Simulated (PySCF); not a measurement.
SMILES c1c(c(-c2cccs2)sc1)F, GFN2-xTB optimised geometry. Atoms within 1.6 Å of the plane z = 0.6 Å (x, y, z in Å): F1 (0.55, -2.44, 0.00), C2 (1.26, -1.31, 0.00), C3 (2.67, -1.31, 0.00), C4 (3.17, -0.05, 0.00), S5 (1.93, 1.15, 0.00), C6 (0.68, -0.06, 0.00), C7 (-0.70, 0.29, 0.00), C8 (-1.24, 1.55, 0.00), C9 (-2.64, 1.55, 0.00), C10 (-3.16, 0.30, 0.00), S11 (-1.95, -0.92, 0.00), H12 (3.26, -2.21, 0.00), H13 (4.20, 0.26, 0.00), H14 (-0.63, 2.44, 0.00), H15 (-3.24, 2.44, 0.00), H16 (-4.20, 0.00, 0.00).

Calculation: PySCF with PBE0/def2-TZVP.

Map of the electrostatic potential (hartree/e), clipped to [-0.08, 0.12] on the plane z = 0.6 Å:

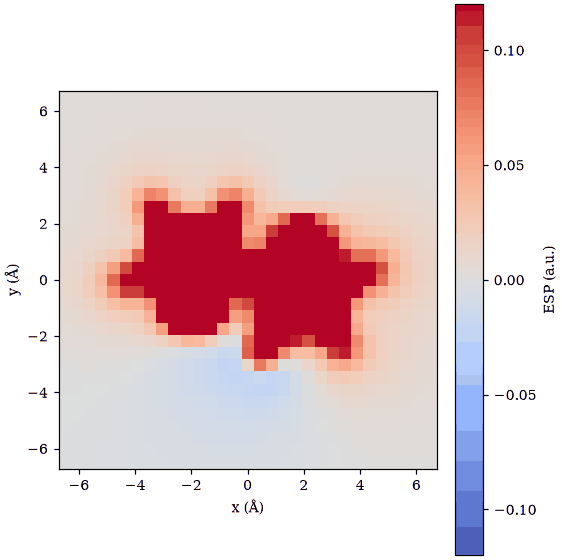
Fig. 1. Electrostatic potential (hartree/e), clipped to [-0.08, 0.12] on the plane z = 0.6 Å.
